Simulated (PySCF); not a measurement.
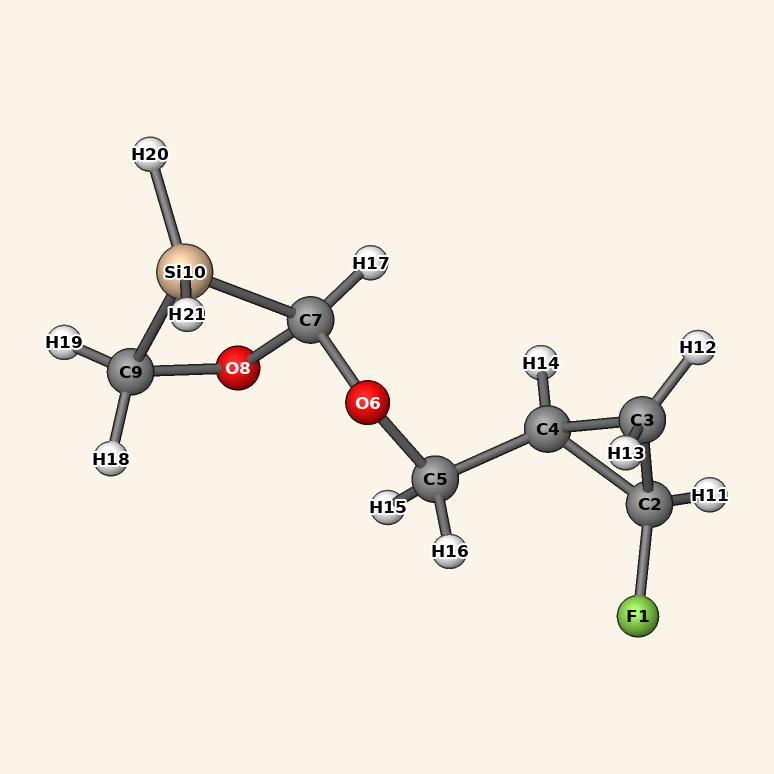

The questions are on isotropic NMR shieldings of the H atoms. The geometry was computed by an optimisation with GFN2-xTB. No frequency run is at hand to confirm it as a minimum. Method: GIAO PBE0/pcSseg-1 NMR shielding, non-relativistic, gas phase (PySCF 2.14.0).

Q: Which H atom is the most shielded (lowest chemical shift)?

A: H12 (31.08 ppm).

Q: Which H atom is the least shielded (highest chemical shift)?

A: H17 (26.19 ppm).

Q: How wide is the range of H shifts?

A: 4.89 ppm.

List the isotropic NMR shieldings of the H atoms.

```json
{"atom": "H11", "σ (ppm)": "27.00"}
{"atom": "H12", "σ (ppm)": "31.08"}
{"atom": "H13", "σ (ppm)": "30.83"}
{"atom": "H14", "σ (ppm)": "30.54"}
{"atom": "H15", "σ (ppm)": "26.85"}
{"atom": "H16", "σ (ppm)": "28.41"}
{"atom": "H17", "σ (ppm)": "26.19"}
{"atom": "H18", "σ (ppm)": "26.88"}
{"atom": "H19", "σ (ppm)": "27.15"}
{"atom": "H20", "σ (ppm)": "26.45"}
{"atom": "H21", "σ (ppm)": "26.71"}
```

The geometry is semi-empirical. Around Si such bond lengths and angles can be off by a tenth of an ångström or more and by several degrees, and values that hang on the shape move with them.
